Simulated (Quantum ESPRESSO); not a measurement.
# GaNi: parallel and opposed starts

Aim: find out which collinear order of GaNi costs least.

Program: Quantum ESPRESSO 7.5. Level of theory: PBEsol; plane waves with GBRV 1.5 PBEsol potentials, no spin-orbit coupling. Results are calculated unless marked as measured.

The database entry behind the starting cell differs from later determinations by our own check (about 0.2 % long), so it need not match the best structure at ambient conditions.

### Step 1. Set-up

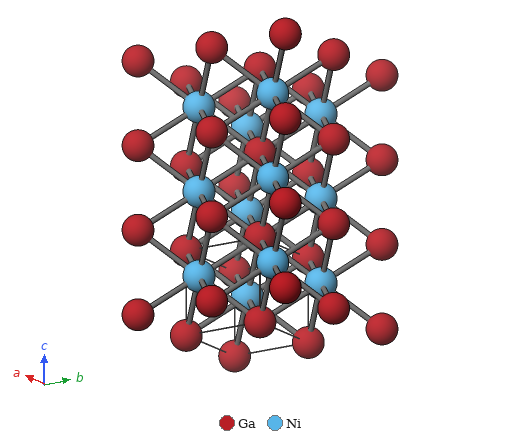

The starting structure, seen from a free direction (gallium red, nickel blue). 2×2×3 cells are drawn. Some periodic images of atoms are drawn too.

The cell comes from the Crystallography Open Database.

### Step 2. Start 1: ferro +

The signs are those of the starting moments on the seeded atoms, the atoms that are given a moment.

The input, pw.in:

```
&CONTROL
  calculation = 'scf'
  prefix = 'pwscf'
  outdir = './tmp'
  pseudo_dir = './pseudo'
  disk_io = 'nowf'
/
&SYSTEM
  ibrav = 0
  celldm(1) = 8
  nat = 2
  ntyp = 2
  ecutwfc = 40
  ecutrho = 280
  nbnd = 26
  occupations = 'smearing'
  smearing = 'fd'
  degauss = 0.00367493
  nspin = 2
  starting_magnetization(1) = 0
  starting_magnetization(2) = 0.0556
/
&ELECTRONS
  conv_thr = 4d-09
  electron_maxstep = 150
  mixing_beta = 0.3
/
ATOMIC_SPECIES
Ga     69.7230 ga_pbesol_v1.4.uspp.F.UPF
Ni     58.6934 ni_pbesol_v1.4.uspp.F.UPF
CELL_PARAMETERS alat
   0.6817186994587    0.0000000000000    0.0000000000000
   0.0000000000000    0.6817186994587    0.0000000000000
   0.0000000000000    0.0000000000000    0.6817186994587
ATOMIC_POSITIONS crystal
Ga      0.0000000000    0.0000000000    0.0000000000
Ni      0.5000000000    0.5000000000    0.5000000000
K_POINTS automatic
10 10 10 0 0 0
```

Command:

```
OMP_NUM_THREADS=1 mpirun -n 2 pw.x -nk 2 -in pw.in > pw.out
```

Output:

```text
Program PWSCF v.7.5 starts

     Message from routine setup:
     using ibrav=0 with symmetry is DISCOURAGED, use correct ibrav instead

     K-points division:     npool     =       2
     Subspace diagonalization in iterative solution of the eigenvalue problem:

     G-vector sticks info
     --------------------
     sticks:   dense  smooth     PW     G-vecs:    dense   smooth      PW
     Sum         665     373    129                12893     5497    1045

     Using Slab Decomposition

     bravais-lattice index     =            0
     lattice parameter (alat)  =       8.0000  a.u.
     unit-cell volume          =     162.2130 (a.u.)^3
     number of atoms/cell      =            2
     number of atomic types    =            2
     number of electrons       =        37.00
     number of Kohn-Sham states=           26
     kinetic-energy cutoff     =      40.0000  Ry
     charge density cutoff     =     280.0000  Ry
     scf convergence threshold =      4.0E-09
     mixing beta               =       0.3000
     number of iterations used =            8  plain     mixing
     Exchange-correlation= SLA  PW   PSX  PSC
                           (   1   4  10   8   0   0   0)

     celldm(1)=   8.000000  celldm(2)=   0.000000  celldm(3)=   0.000000
     celldm(4)=   0.000000  celldm(5)=   0.000000  celldm(6)=   0.000000

     crystal axes: (cart. coord. in units of alat)
               a(1) = (   0.681719   0.000000   0.000000 )
               a(2) = (   0.000000   0.681719   0.000000 )
               a(3) = (   0.000000   0.000000   0.681719 )

     reciprocal axes: (cart. coord. in units 2 pi/alat)
               b(1) = (  1.466881  0.000000  0.000000 )
               b(2) = (  0.000000  1.466881  0.000000 )
               b(3) = (  0.000000  0.000000  1.466881 )

     PseudoPot. # 1 for Ga read from file:
     ga_pbesol_v1.4.uspp.F.UPF
     Pseudo is Ultrasoft + core correction, Zval = 19.0
     Generated by new atomic code, or converted to UPF format
     Using radial grid of  871 points,  6 beta functions with:
                l(1) =   0
                l(2) =   0
                l(3) =   1
                l(4) =   1
                l(5) =   2
                l(6) =   2
     Q(r) pseudized with  8 coefficients,  rinner =    1.250   1.250   1.250
                                                       1.250   1.250

     PseudoPot. # 2 for Ni read from file:
     ni_pbesol_v1.4.uspp.F.UPF
     Pseudo is Ultrasoft + core correction, Zval = 18.0
     Generated by new atomic code, or converted to UPF format
     Using radial grid of  865 points,  6 beta functions with:
                l(1) =   0
                l(2) =   0
                l(3) =   1
                l(4) =   1
                l(5) =   2
                l(6) =   2
     Q(r) pseudized with 10 coefficients,  rinner =    0.980   0.980   0.980
                                                       0.980   0.980

     atomic species   valence    mass     pseudopotential
     Ga               19.00    69.72300     Ga( 1.00)
     Ni               18.00    58.69340     Ni( 1.00)

     Starting magnetic structure
     atomic species   magnetization
     Ga              0.000
     Ni              0.056

     48 Sym. Ops., with inversion, found

   Cartesian axes

     site n.     atom                  positions (alat units)
         1        Ga     tau(   1) = (   0.0000000   0.0000000   0.0000000  )
         2        Ni     tau(   2) = (   0.3408593   0.3408593   0.3408593  )

     number of k points=    56  Fermi-Dirac smearing, width (Ry)=  0.0037
                       cart. coord. in units 2pi/alat
        k(    1) = (   0.0000000   0.0000000   0.0000000), wk =   0.0010000
        k(    2) = (   0.0000000   0.0000000   0.1466881), wk =   0.0060000
        k(    3) = (   0.0000000   0.0000000   0.2933761), wk =   0.0060000
        k(    4) = (   0.0000000   0.0000000   0.4400642), wk =   0.0060000
        k(    5) = (   0.0000000   0.0000000   0.5867523), wk =   0.0060000
        [... 51 further k-points ...]

     Dense  grid:    12893 G-vectors     FFT dimensions: (  30,  30,  30)

     Smooth grid:     5497 G-vectors     FFT dimensions: (  24,  24,  24)

     Check: negative core charge=   -0.000010
     Generating pointlists ...
     new r_m :   0.2435 (alat units)  1.9483 (a.u.) for type    1
     new r_m :   0.2435 (alat units)  1.9483 (a.u.) for type    2

     Initial potential from superposition of free atoms

     starting charge      34.0000, renormalised to      37.0000
     Starting wfcs are   25 randomized atomic wfcs +    1 random wfcs

     Self-consistent Calculation

     iteration #  1     ecut=    40.00 Ry     beta= 0.30
     Davidson diagonalization with overlap
     ethr =  1.00E-02,  avg # of iterations =  4.9

     total energy              =    -746.30422473 Ry
     estimated scf accuracy    <      45.08261578 Ry

     total magnetization       =     0.45 Bohr mag/cell
     absolute magnetization    =     0.55 Bohr mag/cell

     iteration #  2     ecut=    40.00 Ry     beta= 0.30
     Davidson diagonalization with overlap
     ethr =  1.00E-02,  avg # of iterations =  3.0

     total energy              =    -757.57786276 Ry
     estimated scf accuracy    <       3.32825673 Ry

     total magnetization       =     0.05 Bohr mag/cell
     absolute magnetization    =     0.10 Bohr mag/cell

     iteration #  3     ecut=    40.00 Ry     beta= 0.30
     Davidson diagonalization with overlap
     ethr =  9.00E-03,  avg # of iterations =  2.0

     total energy              =    -758.06547654 Ry
     estimated scf accuracy    <       0.90773596 Ry

     total magnetization       =     0.43 Bohr mag/cell
     absolute magnetization    =     0.51 Bohr mag/cell

     [... further iterations left out ...]

     iteration # 11     ecut=    40.00 Ry     beta= 0.30
     Davidson diagonalization with overlap
     ethr =  4.11E-07,  avg # of iterations =  2.0

     total energy              =    -758.13614425 Ry
     estimated scf accuracy    <       0.00003576 Ry

     total magnetization       =     0.00 Bohr mag/cell
     absolute magnetization    =     0.00 Bohr mag/cell

     iteration # 12     ecut=    40.00 Ry     beta= 0.30
     Davidson diagonalization with overlap
     ethr =  9.66E-08,  avg # of iterations =  1.6

     total energy              =    -758.13614958 Ry
     estimated scf accuracy    <       0.00000069 Ry

     total magnetization       =     0.00 Bohr mag/cell
     absolute magnetization    =     0.00 Bohr mag/cell

     iteration # 13     ecut=    40.00 Ry     beta= 0.30
     Davidson diagonalization with overlap
     ethr =  1.87E-09,  avg # of iterations =  4.2

     total energy              =    -758.13615006 Ry
     estimated scf accuracy    <       0.00000001 Ry

     total magnetization       =     0.00 Bohr mag/cell
     absolute magnetization    =     0.00 Bohr mag/cell

     iteration # 14     ecut=    40.00 Ry     beta= 0.30
     Davidson diagonalization with overlap
     ethr =  3.72E-11,  avg # of iterations =  2.1

     Magnetic moment per site  (integrated on atomic sphere of radius R)
     atom   1 (R=0.244)  charge= 17.2062  magn=  0.0000
     atom   2 (R=0.244)  charge= 16.7997  magn= -0.0000

     End of self-consistent calculation

     Number of k-points >= 100: set verbosity='high' to print the bands.

     the Fermi energy is    17.5910 ev

!    total energy              =    -758.13615007 Ry
     estimated scf accuracy    <          5.1E-10 Ry
     smearing contrib. (-TS)   =      -0.00076494 Ry
     internal energy E=F+TS    =    -758.13538513 Ry

     The total energy is F=E-TS. E is the sum of the following terms:
     one-electron contribution =    -482.28450976 Ry
     hartree contribution      =     264.50006884 Ry
     xc contribution           =     -83.40422650 Ry
     ewald contribution        =    -456.94671771 Ry

     total magnetization       =    -0.00 Bohr mag/cell
     absolute magnetization    =     0.00 Bohr mag/cell

     convergence has been achieved in  14 iterations

=------------------------------------------------------------------------------=
   JOB DONE.
=------------------------------------------------------------------------------=
```

Run time: 19 s. Hardware: 2 MPI ranks of Arm Neoverse V2, shared host; peak memory 0.18 GiB.

The spin moment in the atom's sphere vanishes on all atoms.

Numbers from this step:

```yaml
smearing_term_ts: 0.01041 eV
magnetization: 0 μB
absolute_magnetization: 0 μB
final_state: non-magnetic
```

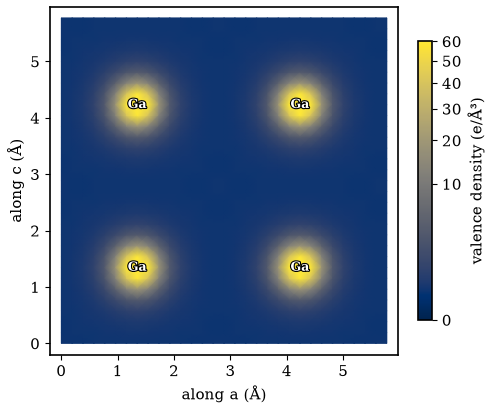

Valence density in the ac plane at fractional y = 0.000, with atoms of Ga within 0.2 Å of it. It is the smooth field of the valence electrons, not physical close to the nuclei. The map starts off the cell's origin, so that atoms lie inside it. The colour scale is stretched toward low values.

### Step 3. Run 2 (antiferro q=(1/2,1/2,1/2) +−)

This order needs a doubled cell of 4 atoms. The wavevector q is in fractions of the reciprocal vectors of the crystal's primitive cell, as the cells of these inputs are built from it; moments change sign between cells as cos(2π q·R).

The input, pw.in:

```
&CONTROL
  calculation = 'scf'
  prefix = 'pwscf'
  outdir = './tmp'
  pseudo_dir = './pseudo'
  disk_io = 'nowf'
/
&SYSTEM
  ibrav = 0
  celldm(1) = 8
  nat = 4
  ntyp = 3
  ecutwfc = 40
  ecutrho = 280
  nbnd = 47
  occupations = 'smearing'
  smearing = 'fd'
  degauss = 0.00367493
  nspin = 2
  starting_magnetization(1) = 0
  starting_magnetization(2) = 0.0556
  starting_magnetization(3) = -0.0556
/
&ELECTRONS
  conv_thr = 8d-09
  electron_maxstep = 150
  mixing_beta = 0.3
/
ATOMIC_SPECIES
Ga     69.7230 ga_pbesol_v1.4.uspp.F.UPF
Ni1    58.6934 ni_pbesol_v1.4.uspp.F.UPF
Ni2    58.6934 ni_pbesol_v1.4.uspp.F.UPF
CELL_PARAMETERS alat
   1.3634373989175    0.0000000000000    0.0000000000000
   0.6817186994587    0.6817186994587    0.0000000000000
   0.6817186994587    0.0000000000000    0.6817186994587
ATOMIC_POSITIONS crystal
Ga      0.0000000000    0.0000000000    0.0000000000
Ga      0.5000000000    0.0000000000    0.0000000000
Ni1     0.7500000000    0.5000000000    0.5000000000
Ni2     0.2500000000    0.5000000000    0.5000000000
K_POINTS automatic
5 10 10 0 0 0
```

Output:

```text
[banner, memory and clock lines left out]
Program PWSCF v.7.5 starts

     Message from routine setup:
     using ibrav=0 with symmetry is DISCOURAGED, use correct ibrav instead

     bravais-lattice index     =            0
     lattice parameter (alat)  =       8.0000  a.u.
     unit-cell volume          =     324.4259 (a.u.)^3
     number of atoms/cell      =            4
     number of atomic types    =            3
     number of electrons       =        74.00
     number of Kohn-Sham states=           47
     kinetic-energy cutoff     =      40.0000  Ry
     charge density cutoff     =     280.0000  Ry
     scf convergence threshold =      8.0E-09
     mixing beta               =       0.3000
     number of iterations used =            8  plain     mixing
     Exchange-correlation= SLA  PW   PSX  PSC
                           (   1   4  10   8   0   0   0)

     celldm(1)=   8.000000  celldm(2)=   0.000000  celldm(3)=   0.000000
     celldm(4)=   0.000000  celldm(5)=   0.000000  celldm(6)=   0.000000

     crystal axes: (cart. coord. in units of alat)
               a(1) = (   1.363437   0.000000   0.000000 )
               a(2) = (   0.681719   0.681719   0.000000 )
               a(3) = (   0.681719   0.000000   0.681719 )

     reciprocal axes: (cart. coord. in units 2 pi/alat)
               b(1) = (  0.733440 -0.733440 -0.733440 )
               b(2) = (  0.000000  1.466881  0.000000 )
               b(3) = (  0.000000  0.000000  1.466881 )

     PseudoPot. # 1 for Ga read from file:
     ga_pbesol_v1.4.uspp.F.UPF
     Pseudo is Ultrasoft + core correction, Zval = 19.0

     PseudoPot. # 2 for Ni read from file:
     ni_pbesol_v1.4.uspp.F.UPF
     Pseudo is Ultrasoft + core correction, Zval = 18.0

     PseudoPot. # 3 for Ni read from file:
     ni_pbesol_v1.4.uspp.F.UPF
     Pseudo is Ultrasoft + core correction, Zval = 18.0

     atomic species   valence    mass     pseudopotential
     Ga               19.00    69.72300     Ga( 1.00)
     Ni1              18.00    58.69340     Ni( 1.00)
     Ni2              18.00    58.69340     Ni( 1.00)

     Starting magnetic structure
     atomic species   magnetization
     Ga              0.000
     Ni1             0.056
     Ni2            -0.056

     48 Sym. Ops., with inversion, found (24 have fractional translation)

   Cartesian axes

     site n.     atom                  positions (alat units)
         1        Ga     tau(   1) = (   0.0000000   0.0000000   0.0000000  )
         2        Ga     tau(   2) = (   0.6817187   0.0000000   0.0000000  )
         3        Ni1    tau(   3) = (   1.7042967   0.3408593   0.3408593  )
         4        Ni2    tau(   4) = (   1.0225780   0.3408593   0.3408593  )

     number of k points=    28  Fermi-Dirac smearing, width (Ry)=  0.0037
                       cart. coord. in units 2pi/alat
        k(    1) = (   0.0000000   0.0000000   0.0000000), wk =   0.0020000
        k(    2) = (   0.0000000   0.0000000   0.1466881), wk =   0.0120000
        k(    3) = (   0.0000000   0.0000000   0.2933761), wk =   0.0120000
        k(    4) = (   0.0000000   0.0000000   0.4400642), wk =   0.0120000
        k(    5) = (   0.0000000   0.0000000   0.5867523), wk =   0.0120000
        [... 23 further k-points ...]

     Dense  grid:    25749 G-vectors     FFT dimensions: (  60,  45,  45)

     Smooth grid:    11017 G-vectors     FFT dimensions: (  48,  32,  32)

     Check: negative core charge=   -0.000010
     Generating pointlists ...
     new r_m :   0.2435 (alat units)  1.9483 (a.u.) for type    1
     new r_m :   0.2435 (alat units)  1.9483 (a.u.) for type    2
     new r_m :   0.2435 (alat units)  1.9483 (a.u.) for type    3

     Initial potential from superposition of free atoms

     starting charge      68.0000, renormalised to      74.0000
     Starting wfcs are   50 randomized atomic wfcs

     Self-consistent Calculation

     iteration #  1     ecut=    40.00 Ry     beta= 0.30
     Davidson diagonalization with overlap
     ethr =  1.00E-02,  avg # of iterations =  3.7

     total energy              =   -1492.97825707 Ry
     estimated scf accuracy    <      89.30993699 Ry

     total magnetization       =     0.00 Bohr mag/cell
     absolute magnetization    =     0.75 Bohr mag/cell

     iteration #  2     ecut=    40.00 Ry     beta= 0.30
     Davidson diagonalization with overlap
     ethr =  1.00E-02,  avg # of iterations =  3.0

     total energy              =   -1515.19172068 Ry
     estimated scf accuracy    <       6.34010049 Ry

     total magnetization       =     0.00 Bohr mag/cell
     absolute magnetization    =     0.22 Bohr mag/cell

     [... further iterations left out ...]

     iteration # 13     ecut=    40.00 Ry     beta= 0.30
     Davidson diagonalization with overlap
     ethr =  1.01E-08,  avg # of iterations =  1.1

     total energy              =   -1516.27229829 Ry
     estimated scf accuracy    <       0.00000068 Ry

     total magnetization       =     0.00 Bohr mag/cell
     absolute magnetization    =     0.00 Bohr mag/cell

     iteration # 14     ecut=    40.00 Ry     beta= 0.30
     Davidson diagonalization with overlap
     ethr =  9.18E-10,  avg # of iterations =  2.3

     Magnetic moment per site  (integrated on atomic sphere of radius R)
     atom   1 (R=0.244)  charge= 17.2061  magn=  0.0000
     atom   2 (R=0.244)  charge= 17.2061  magn=  0.0000
     atom   3 (R=0.244)  charge= 16.8000  magn=  0.0000
     atom   4 (R=0.244)  charge= 16.8000  magn=  0.0000

     End of self-consistent calculation

     [... lines left out ...]
     the Fermi energy is    17.5909 ev

!    total energy              =   -1516.27229840 Ry
     estimated scf accuracy    <          2.4E-09 Ry
     smearing contrib. (-TS)   =      -0.00152988 Ry
     internal energy E=F+TS    =   -1516.27076852 Ry

     The total energy is F=E-TS. E is the sum of the following terms:
     one-electron contribution =    -964.56991373 Ry
     hartree contribution      =     529.00115303 Ry
     xc contribution           =    -166.80857241 Ry
     ewald contribution        =    -913.89343542 Ry

     total magnetization       =     0.00 Bohr mag/cell
     absolute magnetization    =     0.00 Bohr mag/cell

     convergence has been achieved in  14 iterations
```

The job ended after 53 s (2 MPI ranks; peak memory 0.28 GiB; 1.8 min of CPU time).

The spin moment in the atom's sphere vanishes on all atoms.

This step gave:

```
smearing term TS       : 0.02082 eV
magnetization          : 0 μB
absolute magnetization : 0 μB
final state            : non-magnetic
```

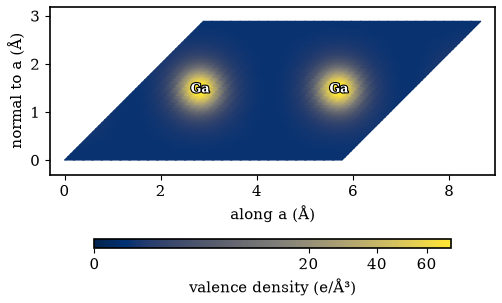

Valence density in the ac plane at fractional y = 0.000, with atoms of Ga within 0.2 Å of it. It is the smooth field of the valence electrons, not physical close to the nuclei. The map starts off the cell's origin, so that atoms lie inside it. The colour scale is stretched toward low values.

(Continued in part 2 of 2.)

[Logs and program files are shortened in this print: banners, set-up blocks, solver, clock and traceback lines can be left out without a mark of their own.]

[Logs are printed without paths, hosts, clocks, repeated set-up lines and the standing remarks that a program may print on its own settings, such as how far it seeks lower states.]

[Hosts, paths, dates, database ids (printed as entryN), source tags and the programs' standing remarks are cut or masked in the printed files.]

[Where a cell is said to come from a database of computed structures, the database is the Materials Project.]
